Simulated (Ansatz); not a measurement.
**PbO (model cell, started as NiAs type): following an unstable mode**

Which phase does PbO (model cell, started as NiAs type) fall into along its unstable mode, and how much energy does it gain?

Calculated with Ansatz 0.2.0; DFT PBEsol, scalar-relativistic, plane waves, PAW.

The structure was built from a prototype and need not be the compound's stable phase.

**1. Starting point**

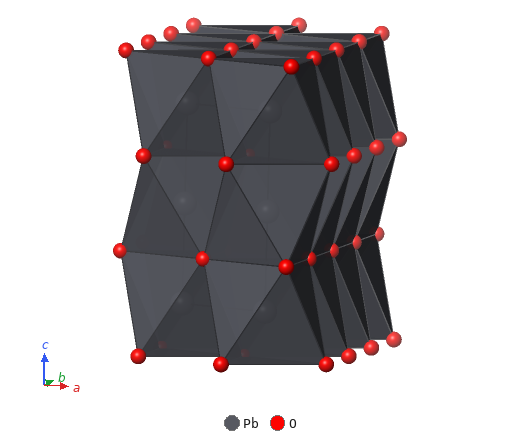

Start, viewed slightly off an axis; lead dark grey, oxygen red. 1×3×1 cells are drawn. Some periodic images of atoms are drawn too.

As a file:

```cif
data_structure
_symmetry_space_group_name_H-M 'P 1'
_symmetry_Int_Tables_number 1
_cell_length_a 3.5436
_cell_length_b 3.5436
_cell_length_c 6.4263
_cell_angle_alpha 90.000
_cell_angle_beta 90.000
_cell_angle_gamma 120.000
_cell_volume 69.88
loop_
_atom_site_label
_atom_site_type_symbol
_atom_site_fract_x
_atom_site_fract_y
_atom_site_fract_z
_atom_site_occupancy
Pb1 Pb 0.00000 0.00000 0.00000 1
Pb2 Pb 0.00000 0.00000 0.50000 1
O3 O 0.33333 0.66667 0.25000 1
O4 O 0.66667 0.33333 0.75000 1
```

**2. Phonons on a q mesh**

The cell comes from relaxations at this level that are not shown. The mesh has a single point along some directions, so zone-edge points there are not solved. Linear response on a 3×3×1 q mesh gives force constants as far as a supercell of that size would.

input.yaml

```yaml
crystal:
  lattice:
    - [3.5435701249, -2.8791e-06, 0.0]
    - [-1.7717825691, 3.0688231878, 0.0]
    - [0.0, 0.0, 6.4262845469]
  atoms:
    - { symbol: Pb, position: [0.0, 0.0, 0.0] }
    - { symbol: Pb, position: [0.0, 0.0, 0.5] }
    - { symbol: O, position: [0.3333333333, 0.6666666667, 0.25] }
    - { symbol: O, position: [0.6666666667, 0.3333333333, 0.75] }
kpoints:
  mp_grid: { grid: [12, 12, 6] }
hamiltonian:
  xc: pbesol
scf:
  occupations: { method: methfessel_paxton, width: 0.15 }
output:
  eigenvalues: true
phonons:
  method: dfpt
  qmesh: [3, 3, 1]
  temperatures: { t_max: 1000, t_step: 50 }
  qpath:
    path:
      - [[0.0, 0.0, 0.0], [0.5, 0.0, 0.0], [0.33333333, 0.33333333, 0.0], [0.0, 0.0, 0.0], [0.0, 0.0, 0.5], [0.5, 0.0, 0.5], [0.33333333, 0.33333333, 0.5], [0.0, 0.0, 0.5]]
      - [[0.5, 0.0, 0.5], [0.5, 0.0, 0.0]]
      - [[0.33333333, 0.33333333, 0.5], [0.33333333, 0.33333333, 0.0]]
    npoints: 10
```

Command:

```bash
ansatz run input.yaml --threads 4 --pin off --max-ram 7168MiB --backend cpu --events-out ev --progress --plain --runs-dir out
```

Numbers of over 12 decimals in the logs are rounded to 6 here.

Output:

```text
Engine: ansatz 0.2.0, aarch64-unknown-linux-gnu
Pseudopotentials: kind: paw
Pseudopotential: Pb, paw, valence charge 14, recommended cutoff 420 eV (normal), Pb.paw.azcp
Pseudopotential: O, paw, valence charge 6, recommended cutoff 420 eV (normal), O.paw.azcp
Functional definition: PBEsol
  exchange = pbesol_x
  correlation = pbesol_c
Crystal: 4 atoms, lattice volume = 69.883 Å³
Basis set: ecut = 420 eV, 1335 PW (Γ), exchange–correlation on 48×48×96 points (8 copies of the dense FFT grid, shifted against one another)
Bands: 24, of which v1, the nominal top of the filled ones, is band 20 counted from 1 (19 counted from 0)
Symmetry: 24 space group operations
k-points: 76 of 864
Non-local potential: Pb, projectors of the file, l = 0: 2, l = 1: 2, l = 2: 2, l = 3: 2
Non-local potential: O, projectors of the file, l = 0: 2, l = 1: 2, l = 2: 1
PAW form: soft (Blöchl's): semilocal exchange-correlation on the pseudo side does not see the compensation charge
PAW frozen core: Pb, regenerated for the run's functional, and the local potential with it (the file was generated under x = pbe(κ = 0.804, μ = 0.219515), c = pbe(β = 0.066725))
PAW frozen core: O, regenerated for the run's functional, and the local potential with it (the file was generated under x = pbe(κ = 0.804, μ = 0.219515), c = pbe(β = 0.066725))
PAW one-centre angular grid: Pb, 590 points (default); XC on 64 Gauss nodes
PAW one-centre angular grid: O, 110 points (default); XC on 64 Gauss nodes
Initial density: superposition of atomic densities (neutral atoms: chi_scale 0, normalization atom), corrected by the library's trained network
Initial wavefunctions: pseudopotential atomic-orbital guess
Functional: x = pbesol(κ = 0.804, μ = 0.123457), c = pbesol(β = 0.046)
SCF iter   1: F=—  HF=-24629.888187 eV  |F-HF|=—  |Δ(HF+E_count)|=         —  Δρ=1.61e-2  dr2=1.73e-1  ethr=1.77e-3  ⟨swp⟩=6.0  Hψ=8500  notcnv=0
preconditioner: auto → Kerker (q_TF=auto, 2.486 Å⁻¹)  [metal: Δε(μ)=0.073 eV  Ē_g=15.060 eV  σ=0.150 eV  W_gap=0.40  n_scr=22 (ndim 8)  ℏωp=28.1 eV  f_vac=0.005  D(μ)=0.32/eV (n_scr^D=0)]
SCF iter   2: F=—  HF=-24629.859969 eV  |F-HF|=—  |Δ(HF+E_count)|=   2.82e-2  S|Δr|=    0.00e0  Δρ=5.81e-3  dr2=2.78e-2  ethr=4.32e-4  ⟨swp⟩=1.2  Hψ=2465  notcnv=0
SCF iter   3: F=—  HF=-24629.854867 eV  |F-HF|=—  |Δ(HF+E_count)|=   5.10e-3  S|Δr|=    0.00e0  Δρ=9.85e-4  dr2=8.15e-4  ethr=6.95e-5  ⟨swp⟩=2.0  Hψ=2209  notcnv=0
SCF iter   4: F=—  HF=-24629.854706 eV  |F-HF|=—  |Δ(HF+E_count)|=   1.61e-4  S|Δr|=    0.00e0  Δρ=1.60e-4  dr2=1.11e-5  ethr=2.04e-6  ⟨swp⟩=2.0  Hψ=2241  notcnv=0
SCF iter   5: F=—  HF=-24629.854706 eV  |F-HF|=—  |Δ(HF+E_count)|=   3.34e-7  S|Δr|=    0.00e0  Δρ=3.75e-5  dr2=1.18e-6  ethr=2.78e-8  ⟨swp⟩=2.3  Hψ=2730  notcnv=0
SCF iter   6: F=—  HF=-24629.854709 eV  |F-HF|=—  |Δ(HF+E_count)|=   3.18e-6  S|Δr|=    0.00e0  Δρ=7.60e-6  dr2=5.51e-8  ethr=2.94e-9  ⟨swp⟩=2.1  Hψ=2453  notcnv=0
SCF iter   7: F=—  HF=-24629.854709 eV  |F-HF|=—  |Δ(HF+E_count)|=   5.47e-8  S|Δr|=    0.00e0  Δρ=2.67e-6  dr2=6.64e-9  ethr=1.38e-10  ⟨swp⟩=2.5  Hψ=3084  notcnv=0
SCF iter   8: F=—  HF=-24629.854709 eV  |F-HF|=—  |Δ(HF+E_count)|=   1.75e-9  S|Δr|=    0.00e0  Δρ=8.64e-7  dr2=5.56e-10  ethr=1.66e-11  ⟨swp⟩=2.8  Hψ=3302  notcnv=0
SCF iter   9: F=—  HF=-24629.854709 eV  |F-HF|=—  |Δ(HF+E_count)|=  1.09e-11  S|Δr|=    0.00e0  Δρ=1.96e-7  dr2=2.90e-11  ethr=1.39e-12  ⟨swp⟩=2.1  Hψ=3209  notcnv=0
SCF iter  10: F=-24629.854709 eV  HF=-24629.854709 eV  |F-HF|=7.28e-12  |Δ(HF+E_count)|=  7.28e-12  S|Δr|=    0.00e0  Δρ=5.23e-8  dr2=1.36e-12  ethr=1.00e-12  ⟨swp⟩=6.8  Hψ=9750  notcnv=0
SCF 1 converged in 10 iterations: F = -24629.854709 eV  dr2 = 1.36e-12
  greatest PAW one-centre occupation: 0.983 electrons in one spin orbital (limit 2), on the Pb atom at site 0 (counted from 0), in its partial waves of l = 2
phonons: the bands overlap, so this run is a metal and interpolates without the dipole-dipole term. If the crystal is really an insulator or semiconductor, its LO-TO splitting is missing
NSCF: frozen V_eff on 76 k-points
NSCF: frozen V_eff on 436 k-points
DFPT response loops at q = (0, 0, 0) (fractional): preconditioner auto → Kerker (q_TF=auto, 2.486 Å⁻¹) (partly filled bands, converged f_vac=0.004); β = 1.00, the filter's whole step (`scf.mixing.beta` (0.50) is not read by the response loops under this deck's `scf.mixing.preconditioner`; to damp them name `kerker` or `kerker_dos`, under which they read `scf.mixing.beta`, and type it under 1.00, their step now; both keys bind the ground state too); Broyden in place of MSR1
NSCF: frozen V_eff on 1728 k-points
DFPT response loops at q = (0, 0.333333, 0) (fractional): mixed as the last ones told, above
NSCF: frozen V_eff on 1728 k-points
DFPT response loops at q = (0.333333, 0.333333, 0) (fractional): mixed as the last ones told, above
SCF converged after 10 iterations
Stability not checked: this state was not tested for a lower state beside it, because cold or Methfessel-Paxton smearing, or corrected tetrahedra, fill the levels in a way that the test cannot read (fill_not_monotonic; see scf.lower_state_search)
Free energy (F): -24629.854709 eV
Harris-Foulkes:  -24629.854709 eV  (|F-HF|=7.28e-12)
Internal energy: -24629.855270 eV  (E = F + TS)
E sigma→0 (E₀):  -24629.854849 eV
Entropy (-TS):   0.000562 eV (0.140 meV/atom)
Fermi energy:    10.774745 eV
--- Per-component energies (eV) ---
  E_band       = -39.174175
  E_kinetic    = 920.660648
  E_local      = -2457.214726  (includes V_loc(G=0)·N_el)
  E_nonlocal   = 801.275518
  E_hartree    = 940.799713
  E_xc         = -585.327088
  E_vxc        = -454.083091  (∫ρ·V_xc dr)
  E_paw        = -20809.354994  (= ΣΔE_a)
  E_vpaw       = -731.416673  (= ΣTr[D̂ρ^β])
  E_aug_tail   = 0.004761  (compensation charges beyond the density's cutoff)
  E_ewald      = -3440.893911
  E_core_change = 0.194809  (= ΣΔE_core)
  E_smearing   = 0.000562  (= −TS)
  E_closure    = 0.000000  (closes the sum)
  Σ components = -24629.854709   (vs F -24629.854709, Δ=0.00e0)
--- Band table (eV; the first three rows and the last of 76) ---
  k-point 0: bands = [... 16 lower, 8.1924, 8.6173, 8.6173, 10.2926, 11.0668, 16.8645, 16.8645, 18.4548]
  k-point 1: bands = [... 16 lower, 8.2219, 8.5900, 8.5900, 9.8384, 11.6764, 16.9389, 16.9389, 17.3052]
  k-point 2: bands = [... 16 lower, 8.3018, 8.5143, 8.5143, 9.2156, 12.7572, 15.6437, 17.1585, 17.1585]
  k-point 75: bands = [... 16 lower, 8.1481, 8.1481, 9.3153, 9.3153, 11.7189, 11.7189, 14.7035, 14.7035]
--- Phonons (Γ-DFPT): 4 representative perturbations + reference (Σ response iterations 14) ---
  ASR residual: 2.638e-5 → 0.000e0 eV/Å²; symmetrization residual: 3.880e-6 eV/Å²
  ASR residual per site (eV/Å²): 2.54e-5 2.54e-5 2.64e-5 2.64e-5
  Γ frequencies (cm⁻¹): -187.10 -38.98 -38.98 0.00 0.00 0.00 16.86 16.86 151.78 228.58 228.58 359.19
--- Phonons (arbitrary-q DFPT): 3 irreducible q on the 3×3×1 mesh ---
  q = [0.0000, 0.0000, 0.0000] (star 1, of the zone-centre solve; hermiticity 3.99e-7, symmetrization 1.99e-7): -187.10 -38.98 -38.98 -0.00 -0.00 0.00 16.86 16.86 151.78 228.58 228.58 359.19
  q = [0.0000, 0.3333, 0.0000] (star 6, 6 solved perturbations in 3660 linear systems a pass and spin channel, the states on 864 of 864 k-point pairs; hermiticity 7.37e-7, symmetrization 1.57e-6): -120.12 -96.83 -38.98 17.94 44.85 48.89 79.43 109.25 126.51 239.76 255.79 317.61
  q = [0.3333, 0.3333, 0.0000] (star 2, 4 solved perturbations in 1726 linear systems a pass and spin channel, the states on 864 of 864 k-point pairs; hermiticity 8.16e-7, symmetrization 4.44e-7): -173.93 -53.54 67.61 67.61 101.79 101.79 110.31 119.98 119.98 220.14 220.14 313.08
  sum rule: each row above includes the acoustic sum rule's correction from the zone centre's row sums; it moved no ω² by more than (0.67 cm⁻¹)²
  mesh force constants: q→R imaginary residual 0.00e0; ASR residual 2.638e-5 → 0.000e0 eV/Å²; symmetrization residual 1.776e-15 eV/Å²
  interpolated dispersion: 93 rows × 12 modes
  density of states and harmonic sums: on the 21×21×10 q-mesh, interpolated from the force constants of a 3×3×1 supercell (no non-analytic term)
  largest difference from the sums on the solved wave vectors: F 2.46e-1 eV, S 3.72e-4 and C_V 1.29e-4 eV/K
  zero-point energy: 0.084267 eV/cell   skipped modes (ω ≤ 0): 500, of them read as no rigid motion or as one in doubt: 497 (1.642e0 modes/cell left out, lowest -215.11 cm⁻¹)   left out of the sums: 1.37e-1 of the cell's modes: C_V's classical limit lies that fraction below 3 k_B per atom; for a crystal, a wire or a layer, F and S can be off by more, and a phonons.interpolated_qmesh denser along its periods is the remedy for the sampling
```

It took 5.3 min on 4 threads of Arm Neoverse V1, shared host; peak memory 3.4 GiB; 21 min of CPU time.

Numbers from this step:

| Item | Value |
| --- | --- |
| volume per atom | 17.47 Å³ |
| gap on the k-mesh | 0 eV |
| sum-rule residual before enforcement | 2.64e-5 eV/Å² |
| point group | 6/mmm |
| highest optical mode at the zone centre (no LO-TO term) | 359.2 cm⁻¹ |
| lowest optical zone-centre mode | -187.1 cm⁻¹ |
| lowest mode on the q mesh (acoustic modes at Γ apart) | -187.1 cm⁻¹ |
| highest frequency at a solved wavevector (no LO-TO term at Γ) | 359.2 cm⁻¹ |

Frequencies (cm⁻¹) solved at each irreducible wavevector; negative means imaginary. Frequencies by wavevector, by row:

```
q in reciprocal lattice units  star  mode 1  mode 2  mode 3  mode 4  mode 10  mode 11  mode 12
                        0 0 0     1  -187.1     -39     -39       0    228.6    228.6    359.2
                   0 0.3333 0     6  -120.1   -96.8     -39    17.9    239.8    255.8    317.6
              0.3333 0.3333 0     2  -173.9   -53.5    67.6    67.6    220.1    220.1    313.1
```

Symmetry leaves 3 wavevectors to solve. The lowest mode among them, the acoustic zeros apart, lies at Γ and is imaginary, 187.1i cm⁻¹, so the energy falls along it.

**3. The mode frozen in, largest atomic shift 0 Å**

The mode followed lies at q = (0.333, 0.333, 0) with frequency 173.9i cm⁻¹, one of the unstable modes though not the softest. At small amplitude the distorted cell has space group no. 176 by a symmetry search on the positions. The undistorted cell that holds it gives the zero of energy on the same k mesh.

System of this step: PbO (model cell, started as NiAs type). The structure is hexagonal, space group P6_3/mmc (No. 194). Conventional cell: a = 3.544 Å, b = 3.544 Å, c = 6.426 Å, α = 90.00°, β = 90.00°, γ = 120.00°. Nearest to Pb lie 6 O at 2.60 Å. O has 6 Pb at 2.60 Å nearest. Farther neighbours and most contacts between anions are not listed.

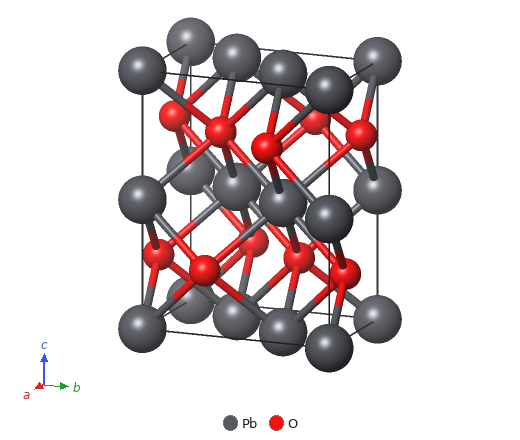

The cell of this step (lead dark grey, oxygen red). Some periodic images of atoms are drawn too.

input.yaml

```yaml
crystal:
  lattice:
    - [-5.3153576808, -3.0688174296, 0.0]
    - [-5.315352694, 3.068826067, 0.0]
    - [0.0, 0.0, -6.4262845469]
  atoms:
    - { symbol: Pb, position: [0.0, 0.0, 0.0] }
    - { symbol: Pb, position: [0.6666666667, 0.6666666667, 0.0] }
    - { symbol: Pb, position: [0.3333333333, 0.3333333333, 0.0] }
    - { symbol: Pb, position: [0.0, 0.0, 0.5] }
    - { symbol: Pb, position: [0.6666666667, 0.6666666667, 0.5] }
    - { symbol: Pb, position: [0.3333333333, 0.3333333333, 0.5] }
    - { symbol: O, position: [0.3333333333, 1.0, 0.75] }
    - { symbol: O, position: [0.0, 0.6666666667, 0.75] }
    - { symbol: O, position: [0.6666666667, 0.3333333333, 0.75] }
    - { symbol: O, position: [0.3333333333, 0.6666666667, 0.25] }
    - { symbol: O, position: [1.0, 0.3333333333, 0.25] }
    - { symbol: O, position: [0.6666666667, 1.0, 0.25] }
kpoints:
  mp_grid: { grid: [6, 6, 6] }
hamiltonian:
  xc: pbesol
scf:
  occupations: { method: methfessel_paxton, width: 0.15 }
output:
  forces: true
  stress: true
  eigenvalues: true
```

Output:

```text
[...]
Crystal: 12 atoms, lattice volume = 209.650 Å³
Basis set: ecut = 420 eV, 4083 PW (Γ), exchange–correlation on 90×90×90 points (8 copies of the dense FFT grid, shifted against one another)
Bands: 72, of which v1, the nominal top of the filled ones, is band 60 counted from 1 (59 counted from 0)
Symmetry: 72 space group operations
[...]
k-points: 28 of 216
[...]
k-point 0: bands = [... 56 lower, 8.6180, 10.2925, 10.7051, 10.7051, 11.0681, 13.1421, 13.1421, 13.1421, ... 6 higher]
  k-point 1: bands = [... 56 lower, 8.5908, 9.8389, 10.5637, 10.5637, 11.6771, 12.6705, 12.6705, 12.6705, ... 6 higher]
  k-point 2: bands = [... 56 lower, 8.5150, 9.2164, 10.1139, 10.1139, 12.0176, 12.0176, 12.0176, 12.0176, ... 6 higher]
  k-point 27: bands = [... 56 lower, 9.0816, 9.0816, 9.0816, 9.0816, 13.3566, 13.3566, 13.3566, 13.3566, ... 6 higher]
[key lines of the parts left out:]
SCF converged after 6 iterations
Free energy (F): -73889.565567 eV
Fermi energy:    10.850835 eV
P = ⅓ Tr σ = 0.0097 GPa (0.097 kbar)
```

Elapsed: 6.7 s, on 4 threads; peak memory 0.82 GiB; 26 s of CPU time.

This step gave:

```
pressure                         : 0.009745 GPa
energy from the undistorted cell : 0 meV/atom
```

The run ends at a pressure of 0.01 GPa.

**4. The mode frozen in, largest atomic shift 0.32 Å**

The atoms are moved along the unstable eigenvector, the largest shift by 0.32 Å, with the cell fixed.

input.yaml

```yaml
crystal:
  lattice:
    - [-5.3153576808, -3.0688174296, 0.0]
    - [-5.315352694, 3.068826067, 0.0]
    - [0.0, 0.0, -6.4262845469]
  atoms:
    - { symbol: Pb, position: [0.0, -3.2e-08, 0.0023382014] }
    - { symbol: Pb, position: [0.6666666667, 0.6666666986, -0.0023381732] }
    - { symbol: Pb, position: [0.3333333333, 0.3333333333, -2.82e-08] }
    - { symbol: Pb, position: [0.0, -3.2e-08, 0.4976617986] }
    - { symbol: Pb, position: [0.6666666667, 0.6666666986, 0.5023381732] }
    - { symbol: Pb, position: [0.3333333333, 0.3333333333, 0.5000000282] }
    - { symbol: O, position: [0.3935362716, 0.9698990761, 0.75] }
    - { symbol: O, position: [-0.030099832, 0.6365646554, 0.75] }
    - { symbol: O, position: [0.6365657443, 0.3935351766, 0.75] }
    - { symbol: O, position: [0.2731303951, 0.696768681, 0.25] }
    - { symbol: O, position: [1.0301031078, 0.2731314901, 0.25] }
    - { symbol: O, position: [0.696767589, 1.0301009209, 0.25] }
kpoints:
  mp_grid: { grid: [6, 6, 6] }
hamiltonian:
  xc: pbesol
scf:
  occupations: { method: methfessel_paxton, width: 0.15 }
output:
  forces: true
  stress: true
  eigenvalues: true
```

Output:

```text
[...]
k-point 0: bands = [... 56 lower, 8.6378, 9.5964, 10.3791, 10.9357, 11.2442, 12.7435, 12.7435, 13.1418, ... 6 higher]
  k-point 1: bands = [... 56 lower, 8.6079, 9.5133, 10.2867, 10.2942, 12.0169, 12.4335, 12.4335, 12.7025, ... 6 higher]
  k-point 2: bands = [... 56 lower, 8.8634, 9.0931, 9.7603, 9.9576, 11.9449, 11.9449, 12.0845, 12.0845, ... 6 higher]
  k-point 31: bands = [... 56 lower, 8.9729, 8.9729, 9.0660, 9.0660, 12.9636, 12.9636, 13.3235, 13.3235, ... 6 higher]
[key lines of the parts left out:]
SCF converged after 6 iterations
Free energy (F): -73889.782835 eV
Fermi energy:    10.821025 eV
P = ⅓ Tr σ = 1.3428 GPa (13.428 kbar)
```

Run time: 8.1 s. Hardware: 4 threads; peak memory 0.85 GiB; 31 s of CPU time.

Numbers from this step:

```yaml
pressure: 1.343 GPa
energy_from_the_undistorted_cell: -18.08 meV/atom
```

The energy, extrapolated to zero smearing, is -18.08 meV/atom against the undistorted cell.

The run ends at a pressure of 1.34 GPa, with forces up to 0.42 eV/Å.

**5. Energy along the mode, all amplitudes (two of the runs are shown above)**

An imaginary frequency means negative curvature, so the energy should fall and then rise again as anharmonic terms take over.

This step gave:

```yaml
depth_at_the_lowest_point_sampled: 18.08 meV/atom
largest_atomic_shift_at_that_point: 0.32 Å
```

Energy from the parent against largest atomic shift:

```
largest atomic shift (Å)  energy from the parent (meV/atom)
                   0.000                                  0
                   0.040                             -0.702
                   0.080                              -2.69
                   0.140                              -7.35
                   0.220                              -14.2
                   0.320                              -18.1
                   0.450                              -3.11
                   0.600                               63.3
```

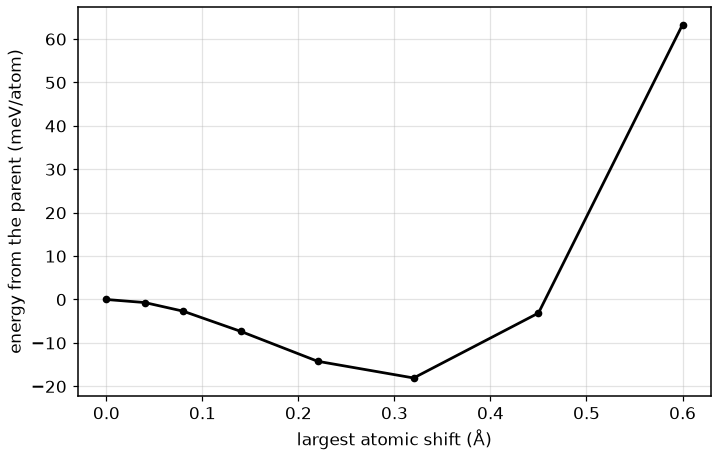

Energy from the parent against largest atomic shift.

Displacement at unit largest shift by atom:

```
atom  x (Å)  y (Å)  z (Å)  size
 Pb1   0.00   0.00  -0.05  0.05
 Pb2   0.00   0.00   0.05  0.05
 Pb3   0.00   0.00   0.00  0.00
 Pb4   0.00   0.00   0.05  0.05
 Pb5   0.00   0.00  -0.05  0.05
 Pb6   0.00   0.00   0.00  0.00
  O7  -0.50  -0.87   0.00  1.00
  O8   1.00   0.00   0.00  1.00
  O9  -0.50   0.87   0.00  1.00
 O10   0.50   0.87   0.00  1.00
 O11   0.50  -0.87   0.00  1.00
 O12  -1.00   0.00   0.00  1.00
```

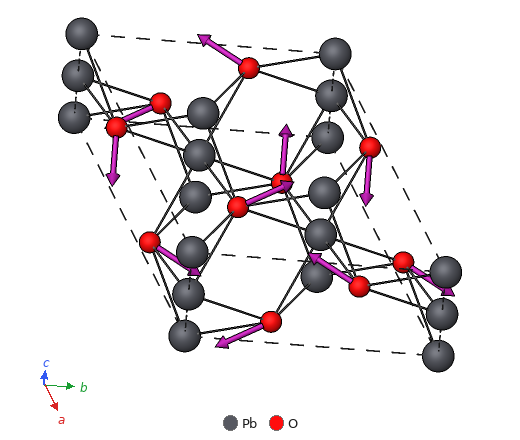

Displacement at unit largest shift as arrows, the longest 1 Å. Some periodic images of atoms are drawn too.

The lowest of the steps tried is at 0.32 Å, 18.1 meV/atom below the parent; the bottom of the well need not coincide with a step.

(Part 1 of 2 ends here.)

[Logs are printed without paths, hosts, clocks, repeated set-up lines and the standing remarks that a program may print on its own settings, such as how far it seeks lower states.]

[Hosts, paths, dates, database ids (printed as entryN), source tags and the programs' standing remarks are cut or masked in the printed files.]
